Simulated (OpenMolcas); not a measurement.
# Sn: CASSCF and CASPT2 terms and fine-structure levels, part 2 of 2

Which level of Sn lies lowest, and where do the others fall? The reference wave functions come first, then spin-orbit coupling, then second-order correlation under several settings.

OpenMolcas 26.06; ANO-R3, X2C, active space 4 electrons in 4 orbitals (5s 5p), orbitals: highest spin of each parity.

### 8 CASPT2: IPEA 0.35, sigma2 regulariser 0.2 (closed shells correlated: none)

Contents of a.inp:

```
>>> COPY JOB001 $Project.JobIph
&CASPT2
Multistate=3 1 2 3
Frozen=14 9
IPEA=0.35
Sig2=0.2
MaxIter=60
WThr=0.0 0.3 0.05
PrWF=0.5
NoMix
>>> COPY JOB002 $Project.JobIph
&CASPT2
Multistate=6 1 2 3 4 5 6
Frozen=14 9
IPEA=0.35
Sig2=0.2
MaxIter=60
WThr=0.0 0.3 0.05
PrWF=0.5
NoMix
>>> COPY JOB003 $Project.JobIph
&CASPT2
Multistate=1 1
Frozen=14 9
IPEA=0.35
Sig2=0.2
MaxIter=60
WThr=0.0 0.3 0.05
PrWF=0.5
NoMix
```

The log of the run, cut to the lines that bear on the results:

```text
[...]
      Active orbitals                            1   3
[...]
      E2 (Variational):          -0.0387318523
      Total energy:           -6173.8690168228
[...]
::    CASPT2 Root  1     Total energy:  -6173.86901682
::    CASPT2 Root  2     Total energy:  -6173.86901681
[...]
::    MS-CASPT2 Root  4     Total energy:  -6173.84540689
::    MS-CASPT2 Root  5     Total energy:  -6173.84533028
::    MS-CASPT2 Root  6     Total energy:  -6173.81047410
[...]
      E2 (Variational):          -0.0156143567
      Total energy:           -6173.7293097426
[...]
      Reference weight:           0.98995
[...]
::    CASPT2 Root  1     Total energy:  -6173.72930974
```

This run took 2.8 s in all on 1 thread, shared host.

SS-CASPT2: lowest energy less the reference's lowest, -0.0387 hartree; reference weights 0.963 to 0.990. These are the single-state energies of the run (the lines without MS-).

The roots that group into whole terms:

```
configuration  term  E (cm⁻¹)  spread (cm-1)
      5s² 5p²    ³P       0.0              0
      5s² 5p²    ¹D      5180             24
      5s² 5p²    ¹S     12850              0
       5s 5p³   ⁵S°     30660              0
```

Levels with spin-orbit coupling, from the RASSI matrix with the averaged CASPT2 term energies on its diagonal:

```tsv
Configuration	Term	J	E (cm⁻¹)	g	Leading %	Second
5s² 5p²	³P	0	0.0		97	3 ¹S
5s² 5p²	³P	1	1516	1.501	100	
5s² 5p²	³P	2	3070	1.459	92	8 ¹D
5s² 5p²	¹D	2	8100	1.042	92	8 ³P
5s² 5p²	¹S	0	15880		97	3 ³P
5s 5p³	⁵S°	2	33160	2.002	100
```

### 9 CASPT2: IPEA 0.6, sigma1 regulariser 0.5 (closed shells correlated: 4d), extended multistate

Contents of a.inp:

```
>>> COPY JOB001 $Project.JobIph
&CASPT2
XMultistate=3 1 2 3
Frozen=9 9
IPEA=0.6
Sig1=0.5
MaxIter=60
WThr=0.0 0.3 0.05
PrWF=0.5
NoMix
>>> COPY JOB002 $Project.JobIph
&CASPT2
XMultistate=6 1 2 3 4 5 6
Frozen=9 9
IPEA=0.6
Sig1=0.5
MaxIter=60
WThr=0.0 0.3 0.05
PrWF=0.5
NoMix
>>> COPY JOB003 $Project.JobIph
&CASPT2
Multistate=1 1
Frozen=9 9
IPEA=0.6
Sig1=0.5
MaxIter=60
WThr=0.0 0.3 0.05
PrWF=0.5
NoMix
```

The log of the run, cut to the lines that bear on the results:

```text
[...]
      Active orbitals                            1   3
[...]
      E2 (Variational):          -0.5234883715
      Total energy:           -6174.3537733421
[...]
::    XMS-CASPT2 Root  1     Total energy:  -6174.35461649
::    XMS-CASPT2 Root  2     Total energy:  -6174.35448508
[...]
::    XMS-CASPT2 Root  4     Total energy:  -6174.33047970
::    XMS-CASPT2 Root  5     Total energy:  -6174.32977227
::    XMS-CASPT2 Root  6     Total energy:  -6174.28562585
[...]
      E2 (Variational):          -0.4749800610
      Total energy:           -6174.1886754468
[...]
      Reference weight:           0.93136
[...]
::    CASPT2 Root  1     Total energy:  -6174.18867545
```

Time for this run: 2.6 s (1 thread, shared host).

XMS-CASPT2: lowest energy less the reference's lowest, -0.5240 hartree; reference weights 0.907 to 0.931.

Fine-structure levels, from the RASSI matrix with the averaged CASPT2 term energies on its diagonal:

```csv
Configuration,Term,J,E (cm⁻¹),Leading %,Second
5s² 5p²,³P,0,0.0,97,3 ¹S
5s² 5p²,³P,1,1451,100,
5s² 5p²,³P,2,2990,91,9 ¹D
5s² 5p²,¹D,2,7930,91,9 ³P
5s² 5p²,¹S,0,17960,97,3 ³P
5s 5p³,⁵S°,2,38790,100,
```

### 10 Levels by method

A. CASSCF
B. XMS-CASPT2, IPEA 0.15, imaginary shift 0.15 (closed shells correlated: 4d)
C. SS-CASPT2, IPEA 0.35, sigma2 regulariser 0.2 (closed shells correlated: none)
D. XMS-CASPT2, IPEA 0.6, sigma1 regulariser 0.5 (closed shells correlated: 4d)

Energies in cm⁻¹ above each method's lowest level; measured values from NIST Handbook of Basic Atomic Spectroscopic Data.

```
      level      A      B      C      D  measured
5s² 5p² ³P₀    0.0    0.0    0.0    0.0       0.0
5s² 5p² ³P₁   1458   1456   1516   1451      1692
5s² 5p² ³P₂   3159   3020   3070   2990      3428
5s² 5p² ¹D₂  10565   8160   8100   7930      8613
5s² 5p² ¹S₀  17702  17780  15880  17960     17162
5s 5p³ ⁵S°₂  28033  39380  33160  38790     39626
```

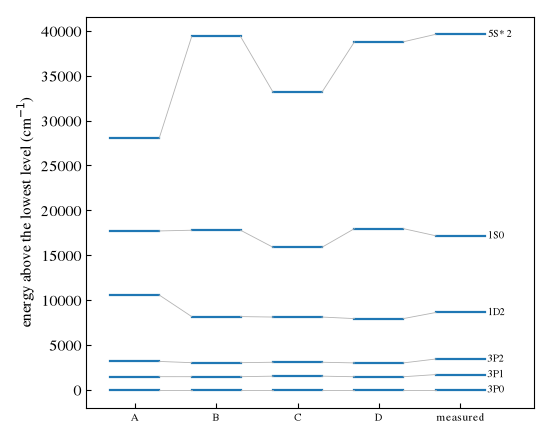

The same levels, method by method, beside the measured ones.

Mean absolute deviation from the 5 measured excited levels that all methods hold: A 2900 cm⁻¹, B 390 cm⁻¹, C 1800 cm⁻¹, D 600 cm⁻¹.

### 11 Summary of results

The summary covers parts 1 to 2.

| quantity | value |
| --- | --- |
| method | XMS-CASPT2, IPEA 0.15, imaginary shift 0.15 (closed shells correlated: 4d) |
| lowest level | 5s² 5p² ³P₀, 97 % of that term |
| ground level listed by NIST | 3P0 |
| first excited level | 5s² 5p² ³P₁ at 1456 cm⁻¹ |
| lowest level of another term | 5s² 5p² ¹D₂ at 8160 cm⁻¹ |
| spin-orbit lowering of the lowest level | 2443 cm⁻¹ |
| strongest of the lines computed, by gA, at CASSCF energies | 5s² 5p² ¹S₀ → 5s² 5p² ³P₁, 615.6 nm, A = 6.19e+00 s⁻¹ |

Cost and accuracy by method:

```
                                                method  time of its own steps  time with the reference  mean absolute difference from the measured levels (cm-1)
                                             A. CASSCF                   15 s                     15 s                                                      2900
   B. XMS-CASPT2, IPEA 0.15, imaginary shift 0.15, +4d                  2.7 s                     18 s                                                       390
C. SS-CASPT2, IPEA 0.35, sigma2 regulariser 0.2, +none                  2.8 s                     18 s                                                      1800
  D. XMS-CASPT2, IPEA 0.6, sigma1 regulariser 0.5, +4d                  2.6 s                     18 s                                                       600
```

Times are of one thread on a shared host.

**Reading.** The multiplet ³P is regular; its intervals divided by the larger J differ by 60 % of their mean, where Landé's rule for pure LS coupling makes them equal. Second-order correlation (method B) scales the levels of the lowest configuration above 5000 cm⁻¹ by 0.77 to 1.00. Method B lies closest to the measured levels (390 cm⁻¹ on average) and A farthest (2900). Only the configurations of the active space and the roots asked for are present. The singlets rest on orbitals optimised for another spin in at least one step, which raises them against the optimised states. Not all states of the active space went into the spin-orbit step. CASPT2 does not keep the components of a term degenerate, and the means are used. No d shell is active. Levels of other configurations are missing from the list.
